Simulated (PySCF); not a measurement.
Selenophene, C4H4Se, SMILES c1ccc[se]1 at its PBE0/def2-SVP optimised geometry (Å):

```
9

C      0.0691     1.0860    -0.0001
C      1.0590     0.0555    -0.0001
C      0.5572    -1.2150     0.0000
Se    -1.2964    -1.2150     0.0000
C     -1.2211     0.6370     0.0000
H      0.3193     2.1491    -0.0002
H      2.1315     0.2623    -0.0001
H      1.1181    -2.1491     0.0000
H     -2.1315     1.2357    -0.0001
```

Level of theory: PBE0/def2-TZVP (PySCF).

Map of the Laplacian of the electron density (e/bohr⁵), clipped to [-1.50, 1.50] on the plane z = 0.6 Å:

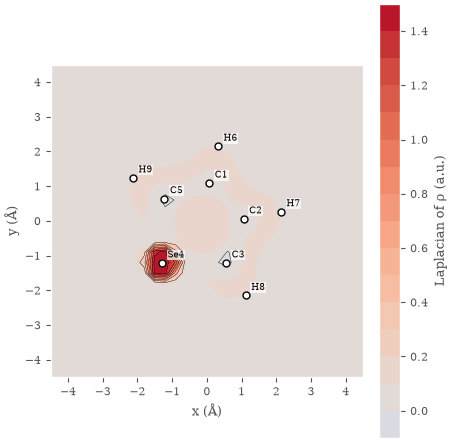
Figure. Laplacian of the electron density (e/bohr⁵), clipped to [-1.50, 1.50] on the plane z = 0.6 Å.
